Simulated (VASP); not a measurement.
## Run report: BH2F, geometry relaxation (part 2 of 3)

Continued. System: BH2F (4 atoms in the cell). Method: Kohn-Sham DFT of a periodic cell, PBE, VASP PAW PBE potentials, recommended, no spin polarisation (VASP 6.6.1); cutoff 520 eV, 1×1×1 k-mesh, Gaussian smearing of 0.01 eV. It belongs to a series of runs on one base structure; here: atoms moved at random by about 0.02 A.

Geometry of the input (Å; fractional positions):
```
12.0000  0.0000  0.0000
0.0000  11.0000  0.0000
0.0000  0.0000  11.0000
B  0.4969  0.4901  0.5097
F  0.5868  0.4653  0.5696
H  0.4156  0.4329  0.5287
H  0.5016  0.5711  0.4359
```

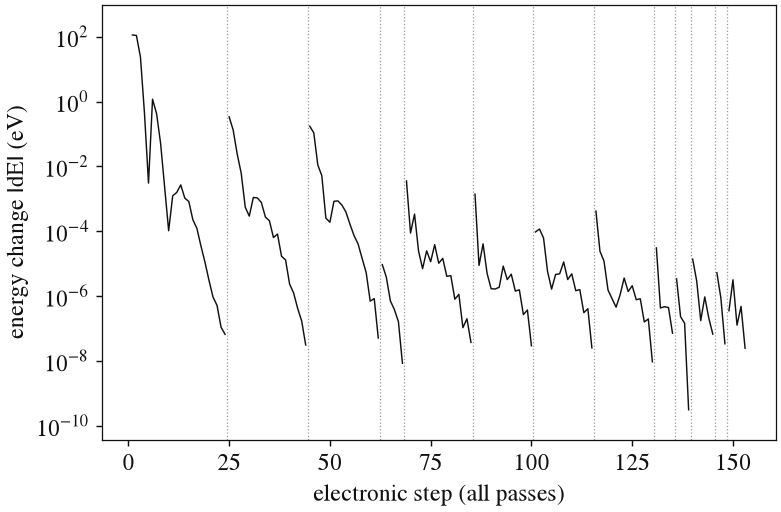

*Convergence of the self-consistent field: energy change |dE| against the electronic step. Each stretch between dotted lines is the SCF of one geometry step of a relaxation.*

The 13 ionic steps take 3 to 24 electronic steps each. The density is held fixed in the first few steps, and dE rises again when its update begins.

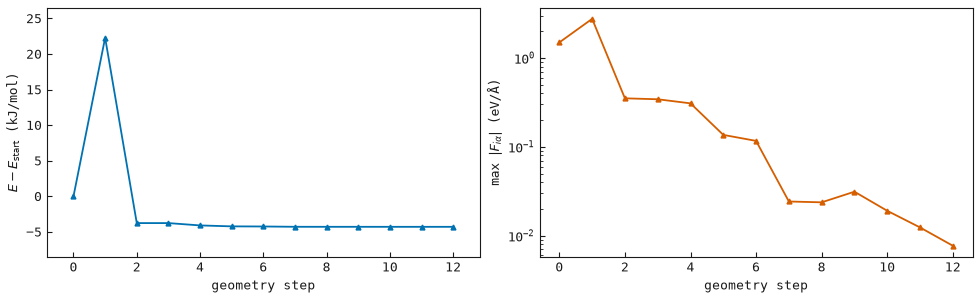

*Progress of the relaxation, step by step (steps are counted from 0).*

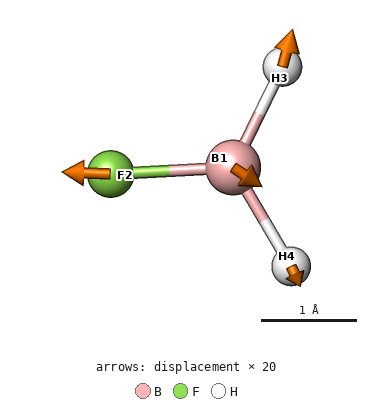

*The starting structure with the displacements as orange arrows, magnified 20 times (ball-and-stick view of the molecule without its box, seen on its broad side). The two geometries are laid on each other by the best rigid fit.*

After 12 geometry steps the energy has fallen by 4.29 kJ/mol. The largest force component goes from 1.5 to 0.0077 eV/Å. The atom that moves furthest after the best rigid fit is F2 (0.026 Å). Largest moves by element: F 0.026 Å, H 0.021 Å, B 0.019 Å. Distances before and after: B1–F2 1.293 → 1.334 Å, B1–H3 1.179 → 1.203 Å, B1–H4 1.207 → 1.202 Å. (Atoms are counted from 1 in the order of the input.)

Parts of OUTCAR:
```
PREC = Accurate
   ENCUT = 520
   EDIFF = 1E-7
   ISMEAR = 0
   LREAL = False
   LASPH = True
   NELM = 80
   ISIF = 2
   GGA = PE
   IBRION = 2
   NSW = 60
   EDIFFG = -0.01

 ion  position               nearest neighbor table
   1  0.497  0.490  0.510-   3 1.18   4 1.21   2 1.29
   2  0.587  0.465  0.570-   1 1.29
   3  0.416  0.433  0.529-   1 1.18
   4  0.502  0.571  0.436-   1 1.21

  LATTYP: Found a simple tetragonal cell.
 ALAT       =    11.0000000000
 C/A-ratio  =     1.0909090909

  Lattice vectors:

 A1 = (   0.0000000000,  11.0000000000,   0.0000000000)
 A2 = (   0.0000000000,   0.0000000000,  11.0000000000)
 A3 = (  12.0000000000,   0.0000000000,   0.0000000000)

Analysis of symmetry for initial positions (statically):
=====================================================================
 Subroutine PRICEL returns:
 Original cell was already a primitive cell.

 Routine SETGRP: Setting up the symmetry group for a
 simple tetragonal supercell.

 Subroutine GETGRP returns: Found  1 space group operations
 (whereof  1 operations were pure point group operations)
 out of a pool of 16 trial point group operations.

The static configuration has the point symmetry C_1 .

Analysis of symmetry for dynamics (positions and initial velocities):
=====================================================================
 Subroutine PRICEL returns:
 Original cell was already a primitive cell.

 Routine SETGRP: Setting up the symmetry group for a
 simple tetragonal supercell.

 Subroutine GETGRP returns: Found  1 space group operations
 (whereof  1 operations were pure point group operations)
 out of a pool of 16 trial point group operations.

The dynamic configuration has the point symmetry C_1 .

 Subroutine INISYM returns: Found  1 space group operations
 (whereof  1 operations are pure point group operations),
 and found     1 'primitive' translations

----------------------------------------------------------------------------------------

                                     Primitive cell

  volume of cell :    1452.0000

  direct lattice vectors                    reciprocal lattice vectors
    12.000000000  0.000000000  0.000000000     0.083333333  0.000000000  0.000000000
     0.000000000 11.000000000  0.000000000     0.000000000  0.090909091  0.000000000
     0.000000000  0.000000000 11.000000000     0.000000000  0.000000000  0.090909091

  length of vectors
    12.000000000 11.000000000 11.000000000     0.083333333  0.090909091  0.090909091

  position of ions in fractional coordinates (direct lattice)
     0.496880000  0.490123000  0.509740000
     0.586770000  0.465348000  0.569608000
     0.415631000  0.432890000  0.528701000
     0.501554000  0.571110000  0.435864000

  ion indices of the primitive-cell ions
   primitive index   ion index
                 1           1
                 2           2
                 3           3
                 4           4

----------------------------------------------------------------------------------------

 KPOINTS: Automatic mesh

Automatic generation of k-mesh.
 Grid dimensions read from file:
 generate k-points for:    1    1    1

 Generating k-lattice:

  Cartesian coordinates                     Fractional coordinates (reciprocal lattice)
     0.083333333  0.000000000  0.000000000     1.000000000  0.000000000  0.000000000
     0.000000000  0.090909091  0.000000000     0.000000000  1.000000000  0.000000000
     0.000000000  0.000000000  0.090909091     0.000000000  0.000000000  1.000000000

  Length of vectors
     0.083333333  0.090909091  0.090909091

  Shift w.r.t. Gamma in fractional coordinates (k-lattice)
     0.000000000  0.000000000  0.000000000

 Subroutine IBZKPT returns following result:
 ===========================================

 Found      1 irreducible k-points:

 Following reciprocal coordinates:
            Coordinates               Weight
  0.000000  0.000000  0.000000      1.000000
   k-points           NKPTS =      1   k-points in BZ     NKDIM =      1   number of bands    NBANDS=     10
   number of dos      NEDOS =    301   number of ions     NIONS =      4
   total plane-waves  NPLWV = 635040
   dimension x,y,z NGX =    90 NGY =   84 NGZ =   84
   dimension x,y,z NGXF=   180 NGYF=  168 NGZF=  168
   ions per type =               1   1   2
   NGX,Y,Z   is equivalent  to a cutoff of  12.47, 12.70, 12.70 a.u.
   NGXF,Y,Z  is equivalent  to a cutoff of  24.94, 25.39, 25.39 a.u.
 SYSTEM =  unknown system
   PREC   = accura    normal or accurate (medium, high low for compatibility)
   ISTART =      0    job   : 0-new  1-cont  2-samecut
   ICHARG =      2    charge: 1-file 2-atom 10-const
   ISPIN  =      1    spin polarized calculation?
   LNONCOLLINEAR =      F non collinear calculations
   LSORBIT =      F    spin-orbit coupling
   LASPH  =      T    aspherical Exc in radial PAW
   ENCUT  =  520.0 eV  38.22 Ry    6.18 a.u.  22.31 20.45 20.45*2*pi/ulx,y,z
   NELM   =     80;   NELMIN=  2; NELMDL= -5     # of ELM steps
   EDIFF  = 0.1E-06   stopping-criterion for ELM
   LREAL  =      F    real-space projection
   EDIFFG = -.1E-01   stopping-criterion for IOM
   NSW    =     60    number of steps for IOM
   IBRION =      2    ionic relax: 0-MD 1-quasi-New 2-CG
   NFREE  =      1    steps in history (QN), initial steepest desc. (CG)
   ISIF   =      2    stress and relaxation
   ISYM   =      2    0-nonsym 1-usesym 2-fastsym
   POTIM  = 0.5000    time-step for ionic-motion
   TEBEG  =    0.0;   TEEND  =   0.0 temperature during run
   PSTRESS=    0.0 pullay stress
   NELECT =      12.0000    total number of electrons
   NUPDOWN=      -1.0000    fix difference up-down
   EMIN   =  10.00;   EMAX   =-10.00  energy-range for DOS
   EFERMI =   0.00;   METHOD = LEGACY
   ISMEAR =     0;   SIGMA  =   0.01  broadening in eV -4-tet -1-fermi 0-gaus
   EFERMI_NEDOS =   21; number of points for ismear=-14 and -15
   IALGO  =     38    algorithm
   IMIX   =      4    mixing-type and parameters
     AMIX     =   0.40;   BMIX     =  1.00
     AMIX_MAG =   1.60;   BMIX_MAG =  1.00
  volume/ion in A,a.u.               =     363.00      2449.64
  Fermi-wavevector in a.u.,A,eV,Ry     =   0.330989  0.625478  1.490565  0.109553
  Thomas-Fermi vector in A             =   1.226762
   LORBIT       =      0    0 simple, 1 ext, 2 COOP (PROOUT), +10 PAW based schemes
   GGA     = PE    functional components
   LHFCALC =     F    Hartree Fock is set to
   AEXX    =    0.0000 exact exchange contribution
   IVDW    =     0    specifies the selected vdW correction
   LEPSILON=     F    determine dielectric tensor
   LRPA    =     F    only Hartree local field effects (RPA)
 conjugate gradient relaxation of ions
 non-spin polarized calculation
 Gauss-broadening in eV      SIGMA  =   0.01
  energy-cutoff  :      520.00
  volume of cell :     1452.00
 maximum number of plane-waves:     19579
 NGX is ok and might be reduce to    90
   NGX = 45   NGY = 41   NGZ = 41

--------------------------------------- Ionic step        1  -------------------------------------------

 number of electron      12.0000004 magnetization

 Free energy of the ion-electron system (eV)
  ---------------------------------------------------
  ext. energy  EPLUGINS =         0.00000000
  ---------------------------------------------------
  free energy    TOTEN  =       -18.31269210 eV

  energy without entropy =      -18.31269210  energy(sigma->0) =      -18.31269210

------------------------ aborting loop because EDIFF is reached ----------------------------------------

  FORCE on cell =-STRESS in cart. coord.  units (eV):
  Direction    XX          YY          ZZ          XY          YZ          ZX
  --------------------------------------------------------------------------------------
  -------------------------------------------------------------------------------------
  Total        1.9903053      0.2520417      0.5895518     -0.1338786     -0.3501679      0.9059779
  in kB        2.1961584      0.2781098      0.6505279     -0.1477253     -0.3863850      0.9996813
  external PRESSURE =       1.0415987 kB  Pullay stress =       0.0000000 kB

 VOLUME and BASIS-vectors are now :
 -----------------------------------------------------------------------------
  energy-cutoff  :      520.00
  volume of cell :     1452.00
      direct lattice vectors                 reciprocal lattice vectors
    12.000000000  0.000000000  0.000000000     0.083333333  0.000000000  0.000000000
     0.000000000 11.000000000  0.000000000     0.000000000  0.090909091  0.000000000
     0.000000000  0.000000000 11.000000000     0.000000000  0.000000000  0.090909091

 POSITION                                       TOTAL-FORCE (eV/Angst)
 -----------------------------------------------------------------------------------
      5.96256      5.39135      5.60714        -0.995651      0.788597     -1.171196
      7.04124      5.11883      6.26569         1.495832     -0.434681      0.987680
      4.98757      4.76179      5.81571        -0.475579     -0.348883      0.164429
      6.01865      6.28221      4.79450        -0.024602     -0.005034      0.019088
 -----------------------------------------------------------------------------------
    total drift:                               -0.001324      0.001473     -0.001010

  FREE ENERGIE OF THE ION-ELECTRON SYSTEM (eV)
  ---------------------------------------------------
  free  energy   TOTEN  =       -18.3126921049 eV

  energy  without entropy=      -18.3126921049  energy(sigma->0) =      -18.31269210

--------------------------------------- Ionic step        2  -------------------------------------------

 number of electron      12.0000003 magnetization

------------------------ aborting loop because EDIFF is reached ----------------------------------------

  FORCE on cell =-STRESS in cart. coord.  units (eV):
  Direction    XX          YY          ZZ          XY          YZ          ZX
  --------------------------------------------------------------------------------------
  -------------------------------------------------------------------------------------
  Total       -3.3063239      0.4184600     -0.7663253      0.9312735     -0.1054399     -2.0895074
  in kB       -3.6482901      0.4617404     -0.8455847      1.0275932     -0.1163453     -2.3056208
  external PRESSURE =      -1.3440448 kB  Pullay stress =       0.0000000 kB

 VOLUME and BASIS-vectors are now :
 -----------------------------------------------------------------------------
  energy-cutoff  :      520.00
  volume of cell :     1452.00
      direct lattice vectors                 reciprocal lattice vectors
    12.000000000  0.000000000  0.000000000     0.083333333  0.000000000  0.000000000
     0.000000000 11.000000000  0.000000000     0.000000000  0.090909091  0.000000000
     0.000000000  0.000000000 11.000000000     0.000000000  0.000000000  0.090909091

 POSITION                                       TOTAL-FORCE (eV/Angst)
 -----------------------------------------------------------------------------------
      5.91453      5.42940      5.55064         2.482254     -1.971914      2.755634
      7.11340      5.09786      6.31334        -2.652404      0.807771     -1.750766
      4.96463      4.74496      5.82364         0.057758      0.146782     -0.107208
      6.01746      6.28197      4.79542         0.112392      1.017361     -0.897660
 -----------------------------------------------------------------------------------
    total drift:                               -0.001296     -0.001126      0.000509

  FREE ENERGIE OF THE ION-ELECTRON SYSTEM (eV)
  ---------------------------------------------------
  free  energy   TOTEN  =       -18.0817860353 eV

  energy  without entropy=      -18.0817860353  energy(sigma->0) =      -18.08178604

--------------------------------------- Ionic step        3  -------------------------------------------

 number of electron      11.9999993 magnetization

------------------------ aborting loop because EDIFF is reached ----------------------------------------
```
